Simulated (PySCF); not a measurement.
Molecule: SMILES C1CS1. Atoms near the plane z = 0.0 Å, at the CAM-B3LYP/def2-SVP optimised geometry (x, y, z in Å): C1 (-0.7, -0.7, 0.0), C2 (0.7, -0.7, 0.0), S3 (0.0, 1.0, 0.0), H4 (-1.3, -1.0, 0.9), H5 (-1.3, -1.0, -0.9), H6 (1.3, -1.0, -0.9), H7 (1.3, -1.0, 0.9).

Method: CAM-B3LYP/def2-TZVP run with PySCF 2.14.0. Cells within 0.4 Å of a nucleus heavier than hydrogen are left out (blank, or x). The values are rescaled to run from 0 to 1.

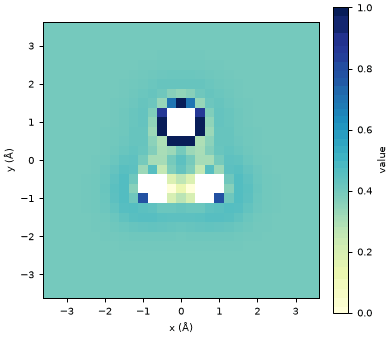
a field on the plane z = 0.0 Å.

Problem. Which quantity is mapped?
A. electrostatic potential
B. an orbital amplitude
C. Laplacian of the electron density
D. log10 of the electron density

Solution. C, Laplacian of the electron density. In full: Laplacian of the electron density (e/bohr⁵), clipped to [-1.50, 1.50].
